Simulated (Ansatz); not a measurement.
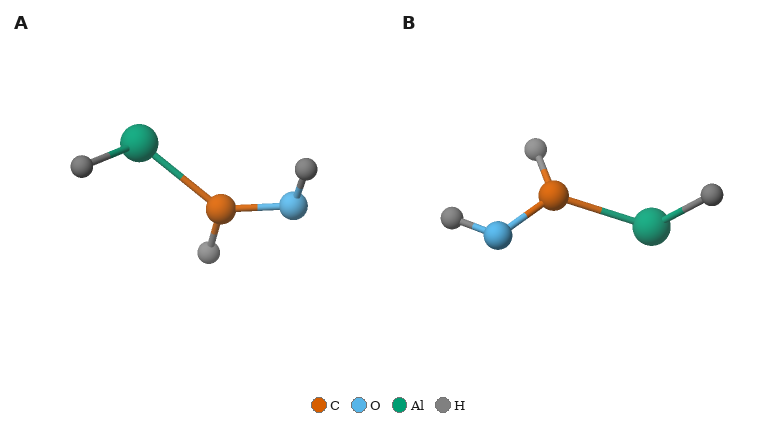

2 stationary structures of one formula. Geometries: PBE-D4/def2-SVP. Electronic energies: PBE-D4/def2-SVP (Ansatz 0.2.0), without zero-point energy. No frequency run is at hand to confirm each as a minimum.

Which is lowest in energy, and by how much?

Answer. A is lowest (C1); B lies 7.5 kJ/mol above it (C1).
